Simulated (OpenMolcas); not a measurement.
# A workflow on quartet SiH

Wanted: a series of 9 runs (ROHF/cc-pVDZ, CASSCF(5,5)/cc-pVDZ, CASPT2(5,5)/cc-pVDZ, CASPT2[IPEA 0](5,5)/cc-pVDZ, SC-NEVPT2(5,5)/cc-pVDZ, PC-NEVPT2(5,5)/cc-pVDZ, MC-PDFT[tPBE](5,5)/cc-pVDZ, MRCI(5,5)/cc-pVDZ, and more) of quartet SiH. 

Program for the calculation: OpenMolcas 26.06.

## Step 1: The molecule

SiH has 2 atoms, charge 0, and is taken as a quartet. As SMILES of the parent species, `[SiH]`. Geometry: relaxed at PBE0-D4/def2-TZVP. That shape belongs to the parent species and isn't relaxed for this state.

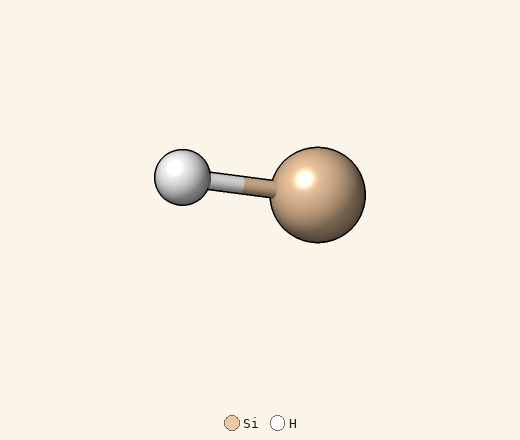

The structure, seen from a chosen angle (silicon light orange, hydrogen white).

## Step 2: A single-point energy at ROHF/cc-pVDZ (run 1)

File mol.xyz:

```xyz
2

Si     0.000000     0.000000    -0.007580
H      0.000000     0.000000     1.524140
```

File step1.inp:

```
>>> EXPORT MOLCAS_PRINT=2

&GATEWAY
 BasLib = $CurrDir
 Coord = mol.xyz
 Basis = cc-pVDZ
 Group = NoSym

&SEWARD

&SCF
 UHF
 Spin = 4
 PrOrbitals = 1 1

&RASSCF
 FileOrb = $Project.UnaOrb
 Spin = 4
 Nactel = 3 0 0
 Inactive = 6
 Ras2 = 3
 OutOrbitals = Canonical
 OrbListing = Nothing
```

The basis set cc-pVDZ is read from a file made from the Basis Set Exchange's data (not shown).

On the command line:

```bash
$ export MOLCAS_MEM=1860
$ pymolcas step1.inp > step1.log
```

Log:

```text
--- Start Module: gateway ---
[...]
--- Stop Module: gateway /rc=_RC_ALL_IS_WELL_ ---
[...]
      Basis functions           23
[...]
--- Start Module: scf ---
[...]
       Convergence after  15 Iterations
[...]
::    Total SCF energy                               -289.3935634757
[...]
      Total spin, S                                     1.5007003520
[...]
--- Stop Module: scf /rc=_RC_ALL_IS_WELL_ ---
--- Start Module: rasscf ---
[...]
      Number of active orbitals                  3
[...]
      Spin quantum number                      1.5
[...]
      Active orbitals                            3
[...]
      Number of CSFs                             1
[...]
      Number of root(s) required                 1
[...]
      Convergence after  8 iterations
[...]
      printout of CI-coefficients larger than  0.05 for root  1
      energy=    -289.392507
      conf/sym  111     Coeff  Weight
             1  uuu   1.00000 1.00000
      Natural orbitals and occupation numbers for root  1
      sym 1:   1.000000   1.000000   1.000000
      ************************************************************************************************************************
      *                                                    Final results                                                     *
[...]
::    RASSCF root number  1 Total energy:   -289.39250688
[...]
      Total electronic charge=   15.000000
      Total            charge=   -0.000000
[...]
      Dipole Moment (debye):
      Origin of the operator (angstrom)=    0.0000    0.0000    0.0457
                   X= -4.4851E-13               Y=  9.4734E-14               Z= -3.4722E-01           Total=  3.4722E-01
      Quadrupole Moment (debye*angstrom):
[...]
--- Stop Module: rasscf /rc=_RC_ALL_IS_WELL_ ---
[...]
```

Wall time 1.5 s (1 thread of Intel Xeon 6975P-C (Granite Rapids), shared host); peak memory 0.37 GiB.

## Step 3: The energy at CASSCF(5,5)/cc-pVDZ (run 2)

mol.xyz is that of step 2.

File step2.input:

```
&gateway
  baslib=$CurrDir
  coord=mol.xyz
  basis=cc-pVDZ
  group=NoSym

&seward

&rasscf
  fileorb=$CurrDir/step1.RasOrb
  spin=4
  nactel=5 0 0
  inactive=5
  ras2=5
  orblisting=Nothing
```

The basis set cc-pVDZ is read from a file made from the Basis Set Exchange's data (not shown).

On the command line:

```bash
$ export MOLCAS_MEM=1860
$ pymolcas step2.input > step2.log
```

Log:

```text
--- Start Module: gateway ---
[...]
--- Stop Module: gateway /rc=_RC_ALL_IS_WELL_ ---
--- Start Module: seward ---
[...]
      Basis functions           23
--- Stop Module: seward /rc=_RC_ALL_IS_WELL_ ---
--- Start Module: rasscf ---
[...]
      Number of active orbitals                  5
[...]
      Spin quantum number                      1.5
[...]
      Active orbitals                            5
[...]
      Number of CSFs                            24
[...]
      Number of root(s) required                 1
[...]
      Convergence after 12 iterations
[...]
      printout of CI-coefficients larger than  0.05 for root  1
      energy=    -289.410639
      conf/sym  11111     Coeff  Weight
             1  2uuu0  -0.99025 0.98059
            10  uduuu   0.06032 0.00364
            11  02uuu   0.05814 0.00338
            12  uuduu   0.05640 0.00318
            24  0uuu2  -0.07712 0.00595
      Natural orbitals and occupation numbers for root  1
      sym 1:   1.971316   1.001868   1.000000   1.000000   0.026816
      ************************************************************************************************************************
      *                                                    Final results                                                     *
[...]
::    RASSCF root number  1 Total energy:   -289.41063914
[...]
      Total electronic charge=   15.000000
      Total            charge=   -0.000000
[...]
      Dipole Moment (debye):
      Origin of the operator (angstrom)=    0.0000    0.0000    0.0457
                   X= -5.6365E-13               Y=  2.1568E-13               Z= -1.8100E-01           Total=  1.8100E-01
      Quadrupole Moment (debye*angstrom):
[...]
--- Stop Module: rasscf /rc=_RC_ALL_IS_WELL_ ---
[...]
```

It took 1.1 s on 1 thread of Intel Xeon 6975P-C (Granite Rapids), shared host; peak memory 0.37 GiB.

Runs 3 to 6 aren't shown in full; the table further down has their settings and results.

## Step 4: The energy at MC-PDFT[tPBE](5,5)/cc-pVDZ (run 7)

mol.xyz is that of step 3.

File step7.inp:

```
* HSi MC-PDFT

&GATEWAY
 BasLib = $CurrDir
 Coord = mol.xyz
 Basis = cc-pVDZ
 Group = NoSym

&SEWARD

&RASSCF
 FileOrb = $CurrDir/step2.RasOrb
 Spin = 4
 Nactel = 5 0 0
 Inactive = 5
 Ras2 = 5
 OrbListing = Nothing

&MCPDFT
 KSDFT = T:PBE
```

The basis set cc-pVDZ is read from a file made from the Basis Set Exchange's data (not shown).

On the command line:

```bash
$ export MOLCAS_MEM=1860
$ pymolcas step7.inp > step7.log
```

Log:

```text
--- Start Module: gateway ---
[...]
--- Stop Module: gateway /rc=_RC_ALL_IS_WELL_ ---
[...]
      Basis functions           23
[...]
--- Start Module: rasscf ---
[...]
      Number of active orbitals                  5
[...]
      Spin quantum number                      1.5
[...]
      Active orbitals                            5
[...]
      Number of CSFs                            24
[...]
      Number of root(s) required                 1
[...]
      Convergence after  4 iterations
[...]
      printout of CI-coefficients larger than  0.05 for root  1
      energy=    -289.410639
      conf/sym  11111     Coeff  Weight
             1  2uuu0  -0.99025 0.98059
            10  uduuu   0.06032 0.00364
            11  02uuu   0.05814 0.00338
            12  uuduu   0.05640 0.00318
            24  0uuu2  -0.07712 0.00595
      Natural orbitals and occupation numbers for root  1
      sym 1:   1.971316   1.001868   1.000000   1.000000   0.026816
      ************************************************************************************************************************
      *                                                    Final results                                                     *
[...]
::    RASSCF root number  1 Total energy:   -289.41063914
[...]
      Total electronic charge=   15.000000
      Total            charge=   -0.000000
[...]
      Dipole Moment (debye):
      Origin of the operator (angstrom)=    0.0000    0.0000    0.0457
                   X= -5.6675E-13               Y=  2.1628E-13               Z= -1.8099E-01           Total=  1.8099E-01
      Quadrupole Moment (debye*angstrom):
[...]
--- Stop Module: rasscf /rc=_RC_ALL_IS_WELL_ ---
--- Start Module: mcpdft ---
[...]
 ###    WARNING: Deprecation warning: KSDF should be replaced                ###
 ###    with FUNC keyword                                                    ###
 ###############################################################################
[...]
::    MCPDFT root number  1 Total energy:   -289.76015113
--- Stop Module: mcpdft /rc=_RC_ALL_IS_WELL_ ---
[...]
```

It took 1.2 s on 1 thread of Intel Xeon 6975P-C (Granite Rapids), shared host; peak memory 0.37 GiB.

Run 8 isn't shown in full; the table further down has it.

## Step 5: A single-point energy at MRACPF(5,5)/cc-pVDZ (run 9)

mol.xyz is that of step 4.

File step9.inp:

```
* HSi MR-ACPF
>>> EXPORT MOLCAS_PRINT=2

&GATEWAY
 BasLib
 $CurrDir
 Coord
 mol.xyz
 Basis
 cc-pVDZ
 Group
 NoSym

&SEWARD

&RASSCF
 FileOrb
 $CurrDir/step2.RasOrb
 Spin
 4
 Nactel
 5 0 0
 Inactive
 5
 Ras2
 5
 OrbListing
 Nothing

&MOTRA
 LumOrb
 Frozen
 5

&GUGA
 Electrons
 5
 Spin
 4
 Inactive
 0
 Active
 5
 CIAll
 1

&MRCI
 ACPF
```

The basis set cc-pVDZ is read from a file made from the Basis Set Exchange's data (not shown).

On the command line:

```bash
$ export MOLCAS_MEM=1860
$ pymolcas step9.inp > step9.log
```

Log:

```text
--- Start Module: gateway ---
[...]
--- Stop Module: gateway /rc=_RC_ALL_IS_WELL_ ---
[...]
      Basis functions           23
[...]
      Number of active orbitals                  5
[...]
      Spin quantum number                      1.5
[...]
      Active orbitals                            5
[...]
      Number of CSFs                            24
[...]
      Number of root(s) required                 1
[...]
      Convergence after  4 iterations
[...]
      printout of CI-coefficients larger than  0.05 for root  1
      energy=    -289.410639
      conf/sym  11111     Coeff  Weight
             1  2uuu0  -0.99025 0.98059
            10  uduuu   0.06032 0.00364
            11  02uuu   0.05814 0.00338
            12  uuduu   0.05640 0.00318
            24  0uuu2  -0.07712 0.00595
      Natural orbitals and occupation numbers for root  1
      sym 1:   1.971316   1.001868   1.000000   1.000000   0.026816
      ************************************************************************************************************************
      *                                                    Final results                                                     *
[...]
::    RASSCF root number  1 Total energy:   -289.41063914
[...]
      Dipole Moment (debye):
      Origin of the operator (angstrom)=    0.0000    0.0000    0.0457
                   X= -5.6675E-13               Y=  2.1628E-13               Z= -1.8099E-01           Total=  1.8099E-01
      Quadrupole Moment (debye*angstrom):
[...]
      *** WARNING: Default frozen orbitals is overwritten by user input.
      *** Default values:   2
[...]
--- Start Module: guga ---
[...]
--- Stop Module: guga /rc=_RC_ALL_IS_WELL_ ---
--- Start Module: mrci ---
[...]
       USE THE DEFAULT ACPF G-VALUE GFAC=  0.40000000000000002
[...]
    MR ACPF CALCULATION.
[...]
            REFERENCE CI ENERGY:  -289.41063914
[...]
        ACPF CORRELATION ENERGY:    -0.05309842
                    ACPF ENERGY:  -289.46373756
[...]
      Total electronic charge=   15.000000
      Total            charge=    0.000000
[...]
  ACPF State   1     Total energy:   -289.46373756
[...]
--- Stop Module: mrci /rc=_RC_ALL_IS_WELL_ ---
[...]
```

It took 1.2 s on 1 thread of Intel Xeon 6975P-C (Granite Rapids), shared host; peak memory 0.37 GiB.

## Step 6: All runs side by side

| run | level | active rule | inactive | energy (Eh) | dipole moment (D) of the reference | wall time |
| --- | --- | --- | --- | --- | --- | --- |
| 1 | ROHF/cc-pVDZ | – | – | -289.392507 | 0.35 | 1.5 s |
| 2 | CASSCF(5,5)/cc-pVDZ | full valence | 5 | -289.410639 | 0.18 | 1.1 s |
| 3 | CASPT2(5,5)/cc-pVDZ | full valence | 5 | -289.450089 | 0.18 | 1.1 s |
| 4 | CASPT2[IPEA 0](5,5)/cc-pVDZ | full valence | 5 | -289.455519 | 0.18 | 1.1 s |
| 5 | SC-NEVPT2(5,5)/cc-pVDZ | full valence | 5 | -289.446634 | 0.18 | 1.1 s |
| 6 | PC-NEVPT2(5,5)/cc-pVDZ | full valence | 5 | -289.446997 | 0.18 | 1.1 s |
| 7 | MC-PDFT[tPBE](5,5)/cc-pVDZ | full valence | 5 | -289.760151 | 0.18 | 1.2 s |
| 8 | MRCI(5,5)/cc-pVDZ | full valence | 5 | -289.462434 | 0.18 | 1.2 s |
| 9 | MRACPF(5,5)/cc-pVDZ | full valence | 5 | -289.463738 | 0.18 | 1.2 s |

## Step 7: What came out

```
                                                  quantity          value
                  run 9, MRACPF(5,5)/cc-pVDZ: total energy  -289.46374 Eh
run 9, MRACPF(5,5)/cc-pVDZ: dipole moment (CASSCF density)         0.18 D
```

What this shows: Below the ROHF energy at the same shape and in the same basis (cc-pVDZ): CASSCF(5,5) -18.1 mEh; CASPT2(5,5) -57.6 mEh; CASPT2[IPEA 0](5,5) -63.0 mEh; SC-NEVPT2(5,5) -54.1 mEh; PC-NEVPT2(5,5) -54.5 mEh; MRCI(5,5) -69.9 mEh. Active-space methods hold only the correlation inside their space unless a perturbation or CI step follows. All runs together took 10 s, the longest 1.5 s.
